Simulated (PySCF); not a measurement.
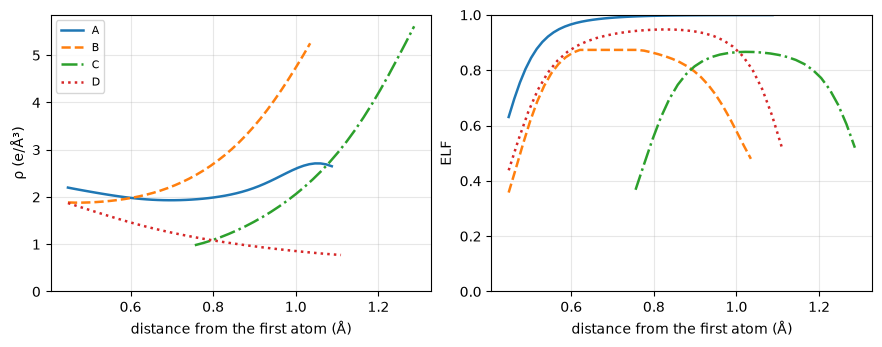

*C3H14O2Si3 (SMILES COCO[SiH2]C([SiH3])[SiH3]). Electron density and ELF along straight lines between neighbouring atoms. The curves leave out the atomic cores.*

Geometry: GFN2-xTB.

Theory: PBE0/pcSseg-1, SCF density, gas phase, non-relativistic in PySCF 2.14.0.

Input

```
{"job": {"kind": "nmr", "xc": "PBE0", "basis": "pcSseg-1"}, "charge": 0, "multiplicity": 1}
C      3.431552    -0.168278     0.664694
O      3.003237     0.261061    -0.612561
C      2.068152     1.282579    -0.568303
O      0.839255     0.885181    -0.082671
Si     0.035073    -0.431831    -0.619362
C     -1.570725    -0.342254     0.370633
Si    -2.662656    -1.831388    -0.052079
Si    -2.466319     1.324521     0.173264
H      3.978711     0.631959     1.176183
H      2.584502    -0.475826     1.283352
H      4.090598    -1.016301     0.495630
H      2.415841     2.111397     0.071161
H      1.968255     1.633032    -1.603237
H      0.783906    -1.664072    -0.347419
H     -0.167537    -0.334987    -2.068800
H     -1.308221    -0.430862     1.428402
H     -1.933437    -3.081203     0.182472
H     -3.065474    -1.784968    -1.457154
H     -3.858707    -1.832352     0.796531
H     -2.884681     1.504099    -1.220996
H     -1.628445     2.454897     0.578116
H     -3.663292     1.324980     1.025934
```

Command:

```sh
OMP_NUM_THREADS=1 python probes_run.py task.json out
```

Question: Which curve belongs to which contact (C–H, C–O, C–Si and Si–O)? The first atom named is at distance zero.

Answer: Curve A: C–H (1.09 Å): ρ at the midpoint is about 2.1 e/Å³; the ELF climbs to about 1 towards the hydrogen, as it does in any bond to H; an ordinary covalent bond to hydrogen. Curve B: C–O (1.38 Å): ρ is about 2.2 e/Å³ halfway, with its minimum of 1.9 e/Å³ about 0.5 Å from C; the ELF peaks at about 0.85 between the atoms: a polar covalent bond. Curve C: Si–O (1.63 Å): the density is about 1.1 e/Å³ at the midpoint; the ELF peaks at about 0.85 between the atoms: a shared but strongly polarised pair. Curve D: C–Si (1.89 Å): ρ is about 0.91 e/Å³ halfway; the ELF peaks at about 0.95 between the atoms; localised, covalent bonding.
